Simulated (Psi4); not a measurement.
**Cl2 (chlorine): CCSD(T)/aug-cc-pVTZ**

What is the energy change on altering one bond length of Cl2 (chlorine) at CCSD(T)/aug-cc-pVTZ? 

Program for the calculation: Psi4 1.11.

1 further run of the same task is left out (set aside as unsound or not needed).

## (1) The system as given

Cl2 has 2 atoms, charge 0, and is taken as a singlet. SMILES: `ClCl`. The shape is that of a PBE0-D4/def2-TZVP optimisation.

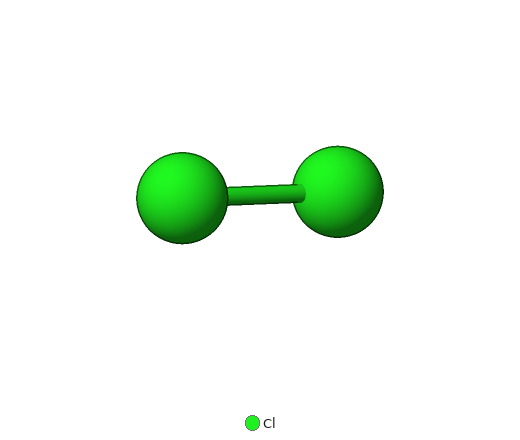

Viewed from a chosen angle; chlorine green.

## (2) The energy at CCSD(T)/aug-cc-pVTZ

File cl2.xyz:

```xyz
2
Cl2
Cl     0.845690    -0.281600     0.433600
Cl    -0.845690     0.281600    -0.433600
```

File cl2.py:

```python
import psi4

psi4.set_memory(2200000000)
psi4.set_num_threads(1)
psi4.core.set_output_file('output.dat', False)

with open('cl2.xyz') as f:
    atoms = ''.join(f.readlines()[2:])
mol = psi4.geometry('0 1\n' + atoms + 'symmetry c1')

psi4.set_options({
    'puream': True,
    'e_convergence': 1e-09,
    'd_convergence': 1e-08,
    'scf_type': 'pk',
    'num_frozen_docc': 10,
})

energy_value = psi4.energy('ccsd(t)/aug-cc-pVTZ')
print(f'total energy {energy_value:.8f} hartree = {energy_value * 27.211386:.5f} eV')
```

Started as:

```
$ python cl2.py
```

output.dat:

```text
[...]
  Running in c1 symmetry.
[...]
  Nuclear repulsion =   77.144132576525436
[...]
  Multiplicity = 1
[...]
  Nalpha       = 17
  Nbeta        = 17
[...]
    Number of basis functions: 100
[...]
   @RHF iter   1:  -918.98372377029875   -1.51309e-01   1.78138e-03 ADIIS/DIIS
[...]
   @RHF iter   8:  -919.00006075022930   -4.12683e-11   6.81966e-09 DIIS
[...]
    Orbital Energies [Eh]
    ---------------------
    Doubly Occupied:
       1A   -104.900527     2A   -104.900524     3A    -10.621425
       4A    -10.621258     5A     -8.088510     6A     -8.088255
       7A     -8.085317     8A     -8.085317     9A     -8.085310
      10A     -8.085310    11A     -1.221872    12A     -1.014692
      13A     -0.598823    14A     -0.571384    15A     -0.571384
      16A     -0.443634    17A     -0.443634
[...]
  @RHF Final Energy:  -919.00006075022930
   => Energetics <=
    Nuclear Repulsion Energy =             77.1441325765254362
    One-Electron Energy =               -1423.4340377145786078
    Two-Electron Energy =                 427.2898443878239050
    Total Energy =                       -919.0000607502292951
[...]
 Multipole Moments:
 ------------------------------------------------------------------------------------
     Multipole            Electronic (a.u.)      Nuclear  (a.u.)        Total (a.u.)
 ------------------------------------------------------------------------------------
 L = 1.  Multiply by 2.5417464519 to convert [e a0] to [Debye]
 Dipole X            :         -0.0000000            0.0000000           -0.0000000
 Dipole Y            :         -0.0000000            0.0000000           -0.0000000
 Dipole Z            :          0.0000000            0.0000000            0.0000000
 Magnitude           :                                                    0.0000000
[...]
      * MP2 total energy                      = -919.386973716861803
[...]
      * CCSD total energy                     = -919.418343594169187
[...]
      * CCSD(T) total energy                  = -919.437236652494221
```

Standard output:

```text
total energy -919.43723665 hartree = -25019.16155 eV
```

Run time: 83 s. Hardware: 1 thread of Intel Xeon at 2.50GHz (Skylake/Cascade Lake), shared host; peak memory 0.91 GiB.

## (3) The distorted shape at the same level

File run_ase.py:

```python
import numpy as np
from ase.calculators.psi4 import Psi4
from ase import Atoms

atoms = Atoms(['Cl', 'Cl'], positions=[
    [1.099410, -0.366084, 0.563687],
    [-0.845690, 0.281600, -0.433600],
])
calc = Psi4(atoms=atoms, method='ccsd(t)', basis='aug-cc-pVTZ', memory='2200MB', num_threads=1, charge=0, multiplicity=1, label='calc')
calc.psi4.set_options({'puream': True, 'e_convergence': 1e-09, 'd_convergence': 1e-08, 'scf_type': 'pk', 'num_frozen_docc': 10})
atoms.calc = calc

print(f'energy: {atoms.get_potential_energy():.6f} eV')
```

Started as:

```
$ python run_ase.py
```

calc.dat:

```text
[...]
  Running in c1 symmetry.
[...]
  Nuclear repulsion =   67.081404515991665
[...]
  Multiplicity = 1
[...]
  Nalpha       = 17
  Nbeta        = 17
[...]
    Number of basis functions: 100
[...]
   @RHF iter   1:  -918.96278586774213   -4.61206e-01   1.51253e-03 ADIIS/DIIS
[...]
   @RHF iter   9:  -918.97438595390383   -2.61480e-12   1.64301e-09 DIIS
[...]
    Orbital Energies [Eh]
    ---------------------
    Doubly Occupied:
       1A   -104.912925     2A   -104.912924     3A    -10.630729
       4A    -10.630652     5A     -8.097393     6A     -8.097345
       7A     -8.094478     8A     -8.094478     9A     -8.094477
      10A     -8.094477    11A     -1.155891    12A     -1.043647
      13A     -0.545924    14A     -0.541160    15A     -0.541160
      16A     -0.469515    17A     -0.469515
[...]
  @RHF Final Energy:  -918.97438595390383
   => Energetics <=
    Nuclear Repulsion Energy =             67.0814045159916645
    One-Electron Energy =               -1403.2582044398191101
    Two-Electron Energy =                 417.2024139699236684
    Total Energy =                       -918.9743859539038340
[...]
 Multipole Moments:
 ------------------------------------------------------------------------------------
     Multipole            Electronic (a.u.)      Nuclear  (a.u.)        Total (a.u.)
 ------------------------------------------------------------------------------------
 L = 1.  Multiply by 2.5417464519 to convert [e a0] to [Debye]
 Dipole X            :         -0.0000000            0.0000000           -0.0000000
 Dipole Y            :          0.0000000            0.0000000            0.0000000
 Dipole Z            :         -0.0000000            0.0000000           -0.0000000
 Magnitude           :                                                    0.0000000
[...]
      * MP2 total energy                      = -919.366938094347688
[...]
      * CCSD total energy                     = -919.400799416299492
[...]
      * CCSD(T) total energy                  = -919.422223315306610
```

The script printed:

```text
energy: -25018.753038 eV
```

Wall time 83 s (1 thread of Intel Xeon at 2.50GHz (Skylake/Cascade Lake), shared host); peak memory 0.92 GiB.

## (4) Outcome

Level: CCSD(T)/aug-cc-pVTZ, 10 core orbitals frozen.

```
                                                           quantity          value
                                          first shape: total energy  -919.43724 Eh
                   first shape: HOMO energy (Hartree–Fock orbitals)      -12.07 eV
                   first shape: LUMO energy (Hartree–Fock orbitals)        0.71 eV
                 first shape: HOMO–LUMO gap (Hartree–Fock orbitals)       12.78 eV
          first shape: correlation energy (10 core orbitals frozen)     -437.2 mEh
                                        first shape: (T) correction     -18.89 mEh
                                         first shape: T1 diagnostic          0.008
                                      distorted shape: total energy  -919.42222 Eh
               distorted shape: HOMO energy (Hartree–Fock orbitals)      -12.78 eV
               distorted shape: LUMO energy (Hartree–Fock orbitals)       -1.34 eV
             distorted shape: HOMO–LUMO gap (Hartree–Fock orbitals)       11.43 eV
      distorted shape: correlation energy (10 core orbitals frozen)     -447.8 mEh
                                    distorted shape: (T) correction     -21.42 mEh
                                     distorted shape: T1 diagnostic          0.010
energy change with the Cl1–Cl2 bond stretched from 1.982 to 2.280 Å       0.409 eV
```

What this shows: With the Cl1–Cl2 bond stretched from 1.982 to 2.280 Å the energy rises by 0.41 eV (39.4 kJ/mol). The first shape isn't relaxed at this level, so the change isn't measured from a minimum. The triples (first shape) make up 4.3 % of the correlation energy. The triples (distorted shape) make up 4.8 % of the correlation energy.
